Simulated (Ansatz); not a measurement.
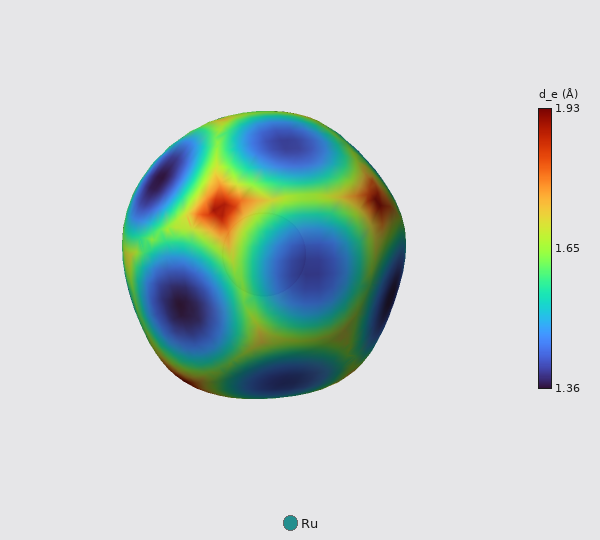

Hirshfeld surface computed for one Ru atom in Ru in space group P6_3/mmc, coloured by d_e.

The surface is where the fragment's share of the procrystal density (the sum of the densities of spherically averaged neutral Hartree-Fock atoms) equals one half. d_i and d_e are the distances from the surface to the nearest nucleus inside and outside. From Rb on the atoms have core potentials, so only their outer electrons count.

Source of the atomic positions: the end point of a relaxation with Ansatz 0.2.0, DFT PBE+D3(BJ), scalar-relativistic, plane waves, PAW.

Space group P6_3/mmc (No. 194). a = 2.698 Å, b = 2.698 Å, c = 4.266 Å, α = 90.00°, β = 90.00°, γ = 120.00°
```tsv
atom	site	symmetry	x	y	z
Ru	2c	-6m2	0.3333	0.6667	0.2500
```

### What is the shortest distance from the fragment to an atom outside it?

Ru–Ru, 2.64 Å.

### How is the surface shared among contacts (nearest atom inside ··· nearest atom outside)?

Ru···Ru 100 %. The surface faces 12 neighbours with more than 2 % of its area each: 12 Ru.

### Give the size and shape of the surface.

It encloses about 10.0 Å³, has an area of about 23 Å² and a globularity of 0.99 (1 for a sphere).
